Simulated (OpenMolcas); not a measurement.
**One shape, several levels: triplet CH4F2OSi**

Aim: a comparison of 6 runs (UB3LYP/6-31G*, U-revPBE/cc-pVDZ, UM06-2X/cc-pVDZ, UM06-L/cc-pVDZ, ROMP2/cc-pVDZ) of triplet CH4F2OSi. 

The calculation is run with OpenMolcas 26.06.

## (1) The system as given

CH4F2OSi has 9 atoms, charge 0, and is taken as a triplet. As SMILES of the parent species, `C[Si](O)(F)F`. The coordinates come from a PBE0-D4/def2-TZVP relaxation. This is one conformer, not always the lowest. That shape belongs to the parent species and isn't relaxed for this state.

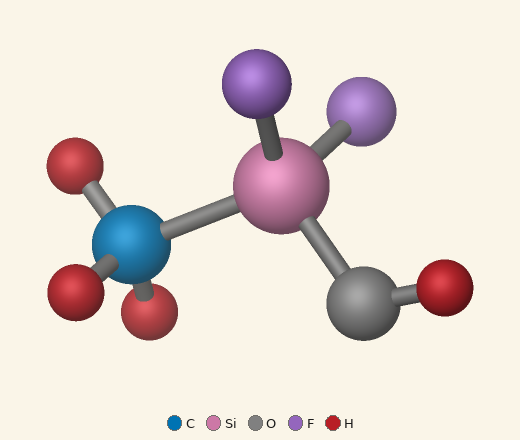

Viewed from a chosen angle; carbon blue, silicon pink, oxygen grey, fluorine purple, hydrogen red.

## (2) The energy at UB3LYP/6-31G(d) (spherical functions) (run 1)

File run.inp:

```
&GATEWAY
  BasLib=$CurrDir
  Coord
  9
  angstrom
  C       -1.189400       0.338900      -0.162200
  Si       0.580100      -0.130700      -0.192500
  O        1.083400      -0.479900       1.308000
  F        0.827400      -1.374000      -1.151900
  F        1.471900       1.032700      -0.807900
  H       -1.795500      -0.480100       0.229600
  H       -1.342100       1.213300       0.473300
  H       -1.540100       0.577500      -1.168100
  H        1.992700      -0.743900       1.454700
  Basis=6-31Gs
  Group=NoSym

&SEWARD
  GridInput
  Grid=UltraFine
  End of Grid

&SCF
  UHF
  Spin=3
  KSDFT=B3LYP
  Thresholds=1e-10 1e-07 1e-07 1e-05
  PrOrbitals=1
```

The basis set 6-31G* is read from a file made from the Basis Set Exchange's data (not shown).

Command:

```sh
$ export MOLCAS_MEM=1860
$ pymolcas run.inp > run.log
```

The program printed:

```text
--- Start Module: gateway ---
[...]
--- Stop Module: gateway /rc=_RC_ALL_IS_WELL_ ---
--- Start Module: seward ---
[...]
      Basis functions           82
--- Stop Module: seward /rc=_RC_ALL_IS_WELL_ ---
[...]
--- Start Module: scf ---
[...]
       Convergence after  26 Iterations
[...]
::    Total KS-DFT energy                            -604.7748427607
[...]
      Total spin, S                                     1.0009060655
[...]
      Total electronic charge=   50.000000
      Total            charge=   -0.000000
[...]
      Dipole Moment (debye):
      Origin of the operator (angstrom)=    0.6149   -0.1345   -0.2311
                   X= -2.5436E+00               Y=  6.1361E-01               Z=  4.6962E-01           Total=  2.6584E+00
      Quadrupole Moment (debye*angstrom):
[...]
--- Stop Module: scf /rc=_RC_ALL_IS_WELL_ ---
[...]
```

Run time: 56 s. Hardware: 1 thread of Intel Xeon Platinum 8375C at 2.90GHz (Ice Lake), shared host; peak memory 0.46 GiB.

## (3) The energy at UB3LYP/6-31G(d) (Cartesian functions) (run 2)

File job.input:

```
* CH4F2OSi Kohn-Sham DFT
>>> EXPORT MOLCAS_PRINT=2

&GATEWAY
  BASLIB = $CurrDir
  COORD
  9
  angstrom
  C       -1.189400       0.338900      -0.162200
  Si       0.580100      -0.130700      -0.192500
  O        1.083400      -0.479900       1.308000
  F        0.827400      -1.374000      -1.151900
  F        1.471900       1.032700      -0.807900
  H       -1.795500      -0.480100       0.229600
  H       -1.342100       1.213300       0.473300
  H       -1.540100       0.577500      -1.168100
  H        1.992700      -0.743900       1.454700
  BASIS = 6-31Gs
  GROUP = NoSym

&SEWARD
  GRIDINPUT
  Grid=UltraFine
  End of Grid

&SCF
  UHF
  SPIN = 3
  KSDFT = B3LYP
  THRESHOLDS = 1e-10 1e-07 1e-07 1e-05
  PRORBITALS = 1 1
```

The basis set 6-31G* is read from a file made from the Basis Set Exchange's data (not shown).

Command:

```sh
$ export MOLCAS_MEM=1860
$ pymolcas job.input > job.log
```

The program printed:

```text
--- Start Module: gateway ---
[...]
--- Stop Module: gateway /rc=_RC_ALL_IS_WELL_ ---
--- Start Module: seward ---
[...]
      Basis functions           87
--- Stop Module: seward /rc=_RC_ALL_IS_WELL_ ---
[...]
--- Start Module: scf ---
[...]
       Convergence after  27 Iterations
[...]
::    Total KS-DFT energy                            -604.7828205347
[...]
      Total spin, S                                     1.0009185310
[...]
      Total electronic charge=   50.000000
      Total            charge=   -0.000000
[...]
      Dipole Moment (debye):
      Origin of the operator (angstrom)=    0.6149   -0.1345   -0.2311
                   X= -2.5791E+00               Y=  6.2418E-01               Z=  4.6216E-01           Total=  2.6935E+00
      Quadrupole Moment (debye*angstrom):
[...]
--- Stop Module: scf /rc=_RC_ALL_IS_WELL_ ---
[...]
```

It took 63 s on 1 thread of Intel Xeon Platinum 8375C at 2.90GHz (Ice Lake), shared host; peak memory 0.48 GiB.

Runs 3 to 4 aren't shown in full; the table further down has their settings and results.

## (4) The energy at UM06-L/cc-pVDZ (run 5)

File run.inp:

```
* CH4F2OSi Kohn-Sham DFT
&gateway
baslib=$CurrDir
coord
9
angstrom
C       -1.189400       0.338900      -0.162200
Si       0.580100      -0.130700      -0.192500
O        1.083400      -0.479900       1.308000
F        0.827400      -1.374000      -1.151900
F        1.471900       1.032700      -0.807900
H       -1.795500      -0.480100       0.229600
H       -1.342100       1.213300       0.473300
H       -1.540100       0.577500      -1.168100
H        1.992700      -0.743900       1.454700
basis=cc-pVDZ
group=NoSym
&seward
gridinput
Grid=UltraFine
End of Grid
&scf
uhf
spin=3
ksdft=M06L
thresholds=1e-10 1e-07 1e-07 1e-05
prorbitals=0
```

The basis set cc-pVDZ is read from a file made from the Basis Set Exchange's data (not shown).

Command:

```sh
$ export MOLCAS_MEM=1860
$ pymolcas run.inp > run.log
```

The program printed:

```text
--- Start Module: gateway ---
[...]
--- Stop Module: gateway /rc=_RC_ALL_IS_WELL_ ---
--- Start Module: seward ---
[...]
      Basis functions           94
--- Stop Module: seward /rc=_RC_ALL_IS_WELL_ ---
[...]
--- Start Module: scf ---
[...]
       Convergence after  49 Iterations
[...]
::    Total KS-DFT energy                            -604.7355888329
[...]
      Total spin, S                                     1.0012228737
[...]
      Total electronic charge=   50.000000
      Total            charge=   -0.000000
[...]
      Dipole Moment (debye):
      Origin of the operator (angstrom)=    0.6149   -0.1345   -0.2311
                   X= -3.2077E+00               Y=  8.7817E-01               Z= -1.3992E-01           Total=  3.3287E+00
      Quadrupole Moment (debye*angstrom):
[...]
--- Stop Module: scf /rc=_RC_ALL_IS_WELL_ ---
[...]
```

Run time: 3.5 min. Hardware: 1 thread of Intel Xeon Platinum 8375C at 2.90GHz (Ice Lake), shared host; peak memory 0.52 GiB.

## (5) A single-point energy at ROMP2/cc-pVDZ (run 6)

File test.input:

```
* CH4F2OSi ROMP2
>>> EXPORT MOLCAS_PRINT=2

&GATEWAY
 BasLib=$CurrDir
 BasisSet
 C.cc-pVDZ....
 C1 -1.189400 0.338900 -0.162200 angstrom
 End of Basis
 BasisSet
 Si.cc-pVDZ....
 Si2 0.580100 -0.130700 -0.192500 angstrom
 End of Basis
 BasisSet
 O.cc-pVDZ....
 O3 1.083400 -0.479900 1.308000 angstrom
 End of Basis
 BasisSet
 F.cc-pVDZ....
 F4 0.827400 -1.374000 -1.151900 angstrom
 F5 1.471900 1.032700 -0.807900 angstrom
 End of Basis
 BasisSet
 H.cc-pVDZ....
 H6 -1.795500 -0.480100 0.229600 angstrom
 H7 -1.342100 1.213300 0.473300 angstrom
 H8 -1.540100 0.577500 -1.168100 angstrom
 H9 1.992700 -0.743900 1.454700 angstrom
 End of Basis

&SEWARD

&SCF
 UHF
 Spin=3
 Thresholds=1e-10 1e-07 1e-07 1e-05
 PrOrbitals=1 2

&RASSCF
 FileOrb=$Project.UnaOrb
 Spin=3
 Nactel=2 0 0
 Inactive=24
 Ras2=2
 OutOrbitals=Canonical
 OrbListing=Few

&CASPT2
 IPEA=0.0
 Frozen=9
```

The basis set cc-pVDZ is read from a file made from the Basis Set Exchange's data (not shown).

Command:

```sh
$ export MOLCAS_MEM=1860
$ pymolcas test.input > test.log
```

The program printed:

```text
--- Start Module: gateway ---
[...]
--- Stop Module: gateway /rc=_RC_ALL_IS_WELL_ ---
[...]
      Basis functions           94
[...]
       Convergence after  38 Iterations
[...]
::    Total SCF energy                               -602.7701248849
[...]
      Total spin, S                                     1.0017728823
[...]
--- Start Module: rasscf ---
[...]
      Number of active orbitals                  2
[...]
      Spin quantum number                      1.0
[...]
      Active orbitals                            2
[...]
      Number of CSFs                             1
[...]
      Number of root(s) required                 1
[...]
      Convergence after  9 iterations
[...]
      printout of CI-coefficients larger than  0.05 for root  1
      energy=    -602.765239
      conf/sym  11     Coeff  Weight
             1  uu   1.00000 1.00000
      Natural orbitals and occupation numbers for root  1
      sym 1:   1.000000   1.000000
      ************************************************************************************************************************
      *                                                    Final results                                                     *
[...]
::    RASSCF root number  1 Total energy:   -602.76523928
[...]
      Total electronic charge=   50.000000
      Total            charge=   -0.000000
[...]
      Dipole Moment (debye):
      Origin of the operator (angstrom)=    0.6149   -0.1345   -0.2311
                   X= -4.5715E+00               Y=  1.2414E+00               Z= -1.3026E-01           Total=  4.7388E+00
      Quadrupole Moment (debye*angstrom):
[...]
--- Stop Module: rasscf /rc=_RC_ALL_IS_WELL_ ---
[...]
--- Start Module: caspt2 ---
[...]
 ###    WARNING: User changed nr of frozen orbitals.                         ###
 ###############################################################################
[...]
      E2 (Variational):          -0.7697080121
      Total energy:            -603.5349472925
[...]
      Reference weight:           0.83362
[...]
::    CASPT2 Root  1     Total energy:   -603.53494729
[...]
--- Stop Module: caspt2 /rc=_RC_ALL_IS_WELL_ ---
[...]
```

Run time: 25 s. Hardware: 1 thread of Intel Xeon Platinum 8375C at 2.90GHz (Ice Lake), shared host; peak memory 0.52 GiB.

## (6) The series

| run | level | Cartesian functions | integration grid | energy (Eh) | dipole moment (D) | HOMO energy (eV) | ⟨S²⟩ | wall time |
| --- | --- | --- | --- | --- | --- | --- | --- | --- |
| 1 | UB3LYP/6-31G* (spherical functions) | no | UltraFine | -604.774843 | 2.66 | -1.45 | 2.003 | 56 s |
| 2 | UB3LYP/6-31G* (Cartesian functions) | yes | UltraFine | -604.782821 | 2.69 | -1.50 | 2.003 | 63 s |
| 3 | U-revPBE/cc-pVDZ | no | UltraFine | -604.613547 | 11.35 | -0.83 | 2.002 | 2.7 min |
| 4 | UM06-2X/cc-pVDZ | no | UltraFine | -604.641851 | 3.50 | -2.69 | 2.002 | 2.5 min |
| 5 | UM06-L/cc-pVDZ | no | UltraFine | -604.735589 | 3.33 | -0.81 | 2.004 | 3.5 min |
| 6 | ROMP2/cc-pVDZ | no | – | -603.534947 | – | – | – | 25 s |

## (7) Results

```
           quantity          value
run 6: total energy  -603.53495 Eh
```

In words: Over runs 1, 2, 3, 4, 5 the dipole moment (its size) runs from 2.66 D (UB3LYP/6-31G*) to 11.35 D (U-revPBE/cc-pVDZ). The two ends differ in method and basis. So wide a spread suggests that the runs ended on unlike SCF solutions, not only an effect of the method. Totals of different functionals can't be ranked against each other. All runs together took 11 min, the longest 3.5 min.
